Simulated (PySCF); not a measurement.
## GW calculation, with input and output: GeHBrO

GeHBrO, computed with G0W0 (TPSSh)/ccECP-cc-pVDZ, RKS, core potentials ccecp (PySCF 2.14.0).

The geometry comes from this level: PBE0-D4/def2-TZVP.

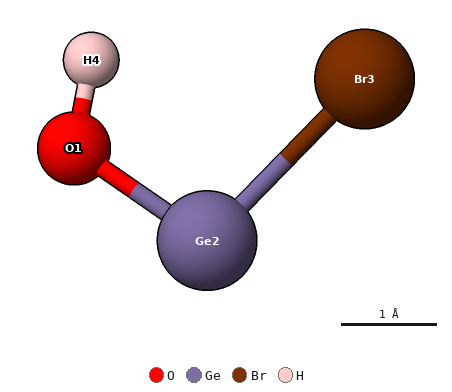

Fig. 1: The structure (ball-and-stick view, seen at a tilt; atoms are numbered from 1 in the order of the input). Sticks mark near contacts. Bond lengths as drawn: Br–Ge 2.38 Å, Ge–O 1.77 Å and H–O 0.96 Å.

Key numbers:

| quantity | value |
| --- | --- |
| outcome | converged |
| total energy | −33.936588 hartree |
| basis functions | 44 |
| HOMO | −7.43 eV |
| LUMO | −2.88 eV |
| dipole moment | 0.78 D |
| hardware | 1 thread of Arm Neoverse V1, 24 GiB of memory available, shared host |
| wall time | 9.3 s |
| peak memory | 0.28 GiB |

The input (run.py):
```python
from pyscf import gto, dft, gw

mol = gto.M(
    atom='''
O     -1.672030     1.075821    -0.975666
Ge    -1.274053    -1.187882     1.457735
Br     3.190803    -1.618739     1.276132
H     -0.139840     1.617039    -1.796374
''',
    verbose=4,
    unit='bohr',
    ecp={'O': 'ccecp', 'Ge': 'ccecp', 'Br': 'ccecp', 'H': 'ccecp'},
    max_memory=1860,
    basis='ccecp-cc-pvdz',
)

mf = dft.RKS(mol, xc='tpssh')
mf.conv_tol = 1e-10
mf.grids.level = 4
mf.kernel()
if not mf.converged:
    mf = mf.newton().run(mf.mo_coeff, mf.mo_occ)

e_tot = mf.e_tot
print('E(%s) = %.9f' % ('TPSSH', e_tot))

nocc = mol.nelec[0]
orbs = list(range(max(0, nocc - 2), min(mol.nao, nocc + 2)))
mygw = gw.GW(mf, freq_int='ac')
mygw.orbs = orbs
mygw.kernel()
print('orbital   mean field (eV)   quasiparticle (eV)')
for p in orbs:
    print('%4d %12.4f %12.4f' % (p + 1, mf.mo_energy[p] * 27.211386, mygw.mo_energy[p] * 27.211386))
```

Command:
```bash
OMP_NUM_THREADS=1 python run.py
```

What the program printed:
```
PySCF version 2.14.0

[INPUT] num. atoms = 4
[INPUT] num. electrons = 18
[INPUT] charge = 0
[INPUT] spin (= nelec alpha-beta = 2S) = 0
[INPUT] symmetry False subgroup None
[INPUT] Mole.unit = bohr
[INPUT] Symbol           X                Y                Z      unit          X                Y                Z       unit  Magmom
[INPUT]  1 O     -0.884800171975   0.569299956229  -0.516300212669 AA   -1.672030000000   1.075821000000  -0.975666000000 Bohr   0.0
[INPUT]  2 Ge    -0.674199813104  -0.628600083662   0.771400141560 AA   -1.274053000000  -1.187882000000   1.457735000000 Bohr   0.0
[INPUT]  3 Br     1.688500232135  -0.856599789227   0.675299972526 AA    3.190803000000  -1.618739000000   1.276132000000 Bohr   0.0
[INPUT]  4 H     -0.074000141175   0.855700187969  -0.950600183089 AA   -0.139840000000   1.617039000000  -1.796374000000 Bohr   0.0

nuclear repulsion = 25.8624796376108
number of shells = 18
number of NR pGTOs = 147
number of NR cGTOs = 44
basis = ccecp-cc-pvdz
ecp = {'O': 'ccecp', 'Ge': 'ccecp', 'Br': 'ccecp', 'H': 'ccecp'}

******** <class 'pyscf.dft.rks.RKS'> ********
method = RKS
initial guess = minao
damping factor = 0
level_shift factor = 0
DIIS = <class 'pyscf.scf.diis.CDIIS'>
diis_start_cycle = 1
diis_space = 8
diis_damp = 0
SCF conv_tol = 1e-10
SCF conv_tol_grad = None
SCF max_cycles = 50
direct_scf = True
direct_scf_tol = 1e-13
XC library pyscf.dft.libxc version 7.0.0
    S. Lehtola, C. Steigemann, M. J.T. Oliveira, and M. A.L. Marques.,  SoftwareX 7, 1–5 (2018)
XC functionals = tpssh
radial grids:
    Treutler-Ahlrichs [JCP 102, 346 (1995); DOI:10.1063/1.469408] (M4) radial grids

becke partition: Becke, JCP 88, 2547 (1988); DOI:10.1063/1.454033
pruning grids: <function nwchem_prune>
grids dens level: 4
symmetrized grids: False
atomic radii adjust function: <function treutler_atomic_radii_adjust>
small_rho_cutoff = 0
Set gradient conv threshold to 1e-05
Initial guess from minao.
tot grids = 104344
init E= -33.7211008633292
  HOMO = -0.292250804824935  LUMO = -0.121671118842587  gap/eV = 4.64171
cycle= 1 E= -33.778152663582  delta_E= -0.0571  |g|= 0.854  |ddm|= 3.44
  HOMO = -0.143425886400448  LUMO = -0.0435966042296799  gap/eV = 2.71649
cycle= 2 E= -32.3803908053891  delta_E=  1.4  |g|= 2.38  |ddm|= 3.74
  HOMO = -0.24468015974874  LUMO = -0.102043841112192  gap/eV = 3.88133
cycle= 3 E= -33.9146768604628  delta_E= -1.53  |g|= 0.225  |ddm|= 3.01
  HOMO = -0.278435895194756  LUMO = -0.0994137233324675  gap/eV = 4.87144
cycle= 4 E= -33.9283554863375  delta_E= -0.0137  |g|= 0.132  |ddm|= 0.841
  HOMO = -0.274951016418629  LUMO = -0.11011663580347  gap/eV = 4.48537
cycle= 5 E= -33.9362568086759  delta_E= -0.0079  |g|= 0.0292  |ddm|= 0.407
  HOMO = -0.27281552676159  LUMO = -0.105634523834759  gap/eV = 4.54923
cycle= 6 E= -33.9365791411273  delta_E= -0.000322  |g|= 0.00527  |ddm|= 0.0711
  HOMO = -0.2728863463306  LUMO = -0.105794943381322  gap/eV = 4.54679
cycle= 7 E= -33.9365877363122  delta_E= -8.6e-06  |g|= 0.00105  |ddm|= 0.00841
  HOMO = -0.272867173179444  LUMO = -0.105814028807085  gap/eV = 4.54575
cycle= 8 E= -33.9365881036992  delta_E= -3.67e-07  |g|= 0.000129  |ddm|= 0.00221
  HOMO = -0.272882448810074  LUMO = -0.105823653324852  gap/eV = 4.54590
cycle= 9 E= -33.9365881094701  delta_E= -5.77e-09  |g|= 2.42e-05  |ddm|= 0.000323
  HOMO = -0.272879598680909  LUMO = -0.105821385634294  gap/eV = 4.54589
cycle= 10 E= -33.936588109669  delta_E= -1.99e-10  |g|= 6.97e-06  |ddm|= 5.79e-05
  HOMO = -0.272879661646157  LUMO = -0.105821261371245  gap/eV = 4.54589
cycle= 11 E= -33.9365881096855  delta_E= -1.65e-11  |g|= 1.23e-06  |ddm|= 1.32e-05
  HOMO = -0.272879565464064  LUMO = -0.105821349349557  gap/eV = 4.54589
```

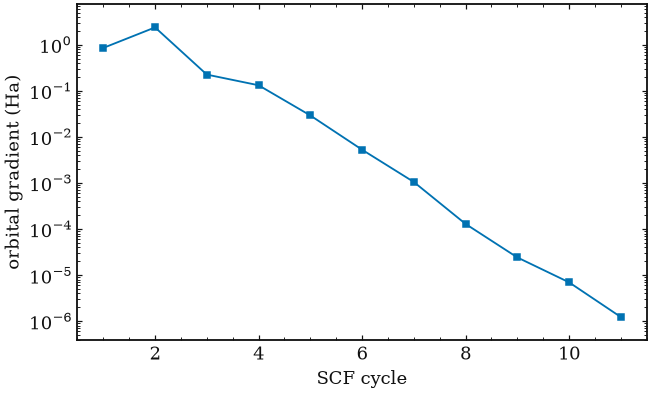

Fig. 2: Convergence of the self-consistent field: orbital gradient against the SCF cycle. The residual comes down, with one marked jump up, by a factor of about 3, at step 2.

```
Extra cycle  E= -33.9365881096849  delta_E= 6.25e-13  |g|= 2.11e-06  |ddm|= 5.86e-06
converged SCF energy = -33.9365881096849
E(TPSSH) = -33.936588110
ETB for O: l = 0, exps = 0.250692 * 2^n , n = 0..8
ETB for O: l = 1, exps = 0.2047307979567315 * 2^n , n = 0..8
ETB for O: l = 2, exps = 0.167196 * 2^n , n = 0..8
ETB for O: l = 3, exps = 0.6420457469495456 * 2^n , n = 0..4
ETB for O: l = 4, exps = 2.465506 * 2^n , n = 0..0
ETB for Ge: l = 0, exps = 0.097274 * 2^n , n = 0..8
ETB for Ge: l = 1, exps = 0.08559601439319474 * 2^n , n = 0..7
ETB for Ge: l = 2, exps = 0.07532 * 2^n , n = 0..6
ETB for Ge: l = 3, exps = 0.19405757640453 * 2^n , n = 0..3
ETB for Ge: l = 4, exps = 0.499978 * 2^n , n = 0..0
ETB for H: l = 0, exps = 0.12611 * 2^n , n = 0..8
ETB for H: l = 1, exps = 0.43208363847755216 * 2^n , n = 0..4
ETB for H: l = 2, exps = 1.480424 * 2^n , n = 0..0
ETB for Br: l = 0, exps = 0.143448 * 2^n , n = 0..8
ETB for Br: l = 1, exps = 0.1365512055164655 * 2^n , n = 0..8
ETB for Br: l = 2, exps = 0.129986 * 2^n , n = 0..7
ETB for Br: l = 3, exps = 0.32915153239807343 * 2^n , n = 0..3
ETB for Br: l = 4, exps = 0.83348 * 2^n , n = 0..0

WARN: Even tempered Gaussians are generated as DF auxbasis for  O Ge H Br

******** <class 'pyscf.gw.gw_ac.GWAC'> ********
method = GWAC
GW nocc = 9, nvir = 35
frozen orbitals = None
off-diagonal self-energy = False
GW density matrix = False
density-fitting for exchange = False
outcore for self-energy= False
broadening parameter = 5.000e-03
number of grids = 100
analytic continuation method = pade
imaginary frequency cutoff = 5.0
Pade points = 18
Pade step ratio = 0.667
use perturbative linearized QP eqn = False
QPE max iter = 100
QPE tolerance = 1.0e-06

Starting get_sigma_diag main loop with 100 frequency points.
   0    1    2    3    4    5    6    7    8    9   10   11
  12   13   14   15   16   17   18   19   20   21   22   23
  24   25   26   27   28   29   30   31   32   33   34   35
  36   37   38   39   40   41   42   43   44   45   46   47
  48   49   50   51   52   53   54   55   56   57   58   59
  60   61   62   63   64   65   66   67   68   69   70   71
  72   73   74   75   76   77   78   79   80   81   82   83
  84   85   86   87   88   89   90   91   92   93   94   95
  96   97   98   99
Finished get_sigma_diag main loop.

WARN: GW QP energies may not be sorted from min to max

orbital   mean field (eV)   quasiparticle (eV)
   8      -7.9418      -9.9932
   9      -7.4254      -9.5921
  10      -2.8795      -0.1165
  11      -0.5451       2.2106
```

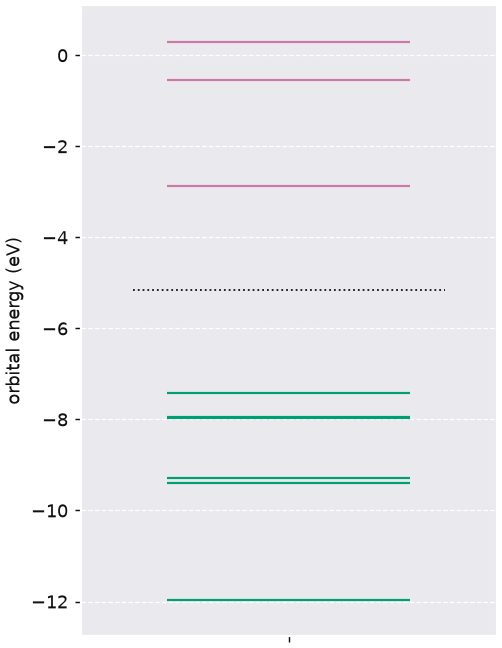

Fig. 3: Orbital energies near the frontier; the dotted line parts filled from empty levels, and levels within 0.02 eV of each other stand side by side. Highest filled −7.43 eV, lowest empty −2.88 eV, 4.55 eV apart.
